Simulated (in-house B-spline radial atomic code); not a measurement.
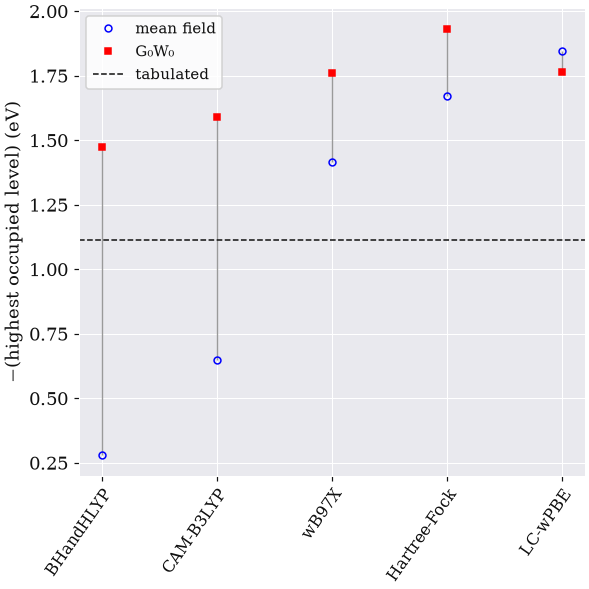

Binding energy of the highest level (5p↑) of an atom or ion with the configuration [Kr] 4d¹⁰ 5s² 5p³, on 5 mean-field starts and after G₀W₀. All-electron spherical atom, non-relativistic, no spin-orbit coupling, Breit or QED terms; computed with a B-spline radial code.

> Which atom or ion is it?

Sn⁻ (tin, Z = 50). The mean-field values spread from 0.28 eV (BHandHLYP) to 1.84 eV (LC-wPBE); after G₀W₀ they lie between 1.47 eV (BHandHLYP) and 1.93 eV (Hartree-Fock), so the spread shrinks from 1.56 to 0.46 eV. The tabulated removal energy is 1.11 eV; the nearest G₀W₀ value is that on BHandHLYP (1.47 eV).

Caveat: anion configuration assumed; relativity, absent here, matters against the tabulated value.
